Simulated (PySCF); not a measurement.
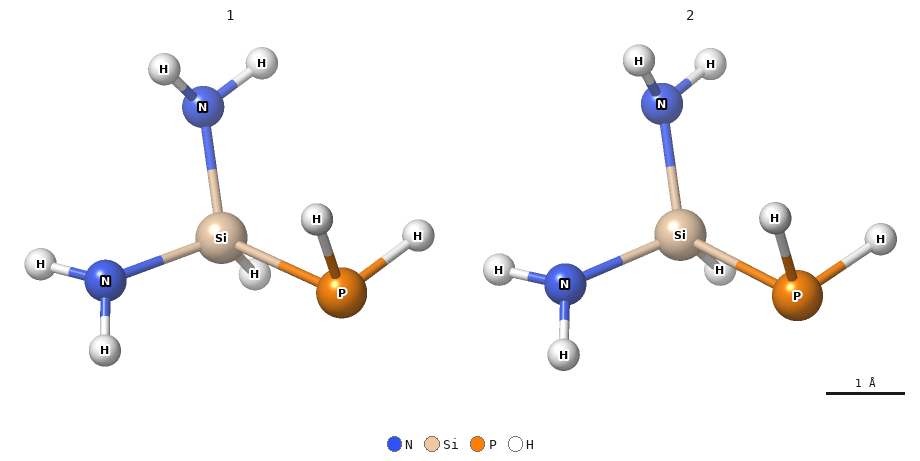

Two geometries of SiPN2H7, drawn at one scale. One is the start of a relaxation, the other its converged end. The picture is a ball-and-stick view, seen at a tilt.

Level of theory: PySCF, PBE0-D3(BJ)/def2-SVP geometry optimisation, gas phase. 

Q: Which of the two is the end point?

A: Structure 2 is the relaxed one. The start comes from GFN2-xTB. Its atoms were then displaced at random by about 0.01 Å. The energy falls by 4.51 kcal/mol in 6 geometry steps. The largest move after the best rigid fit is that of an H atom, 0.26 Å. Largest moves by element: H 0.26 Å, P 0.07 Å, Si 0.05 Å, N 0.05 Å. Among the contacts that change: H–P 1.357 → 1.428 Å, H–Si 1.462 → 1.501 Å, H–N 0.982 → 1.014 Å, P–Si 2.289 → 2.277 Å. Bond angles that change, for instance: Si–N–H 117.0° → 120.0°, N–Si–N 103.7° → 106.6°, N–Si–P 118.1° → 120.6°.
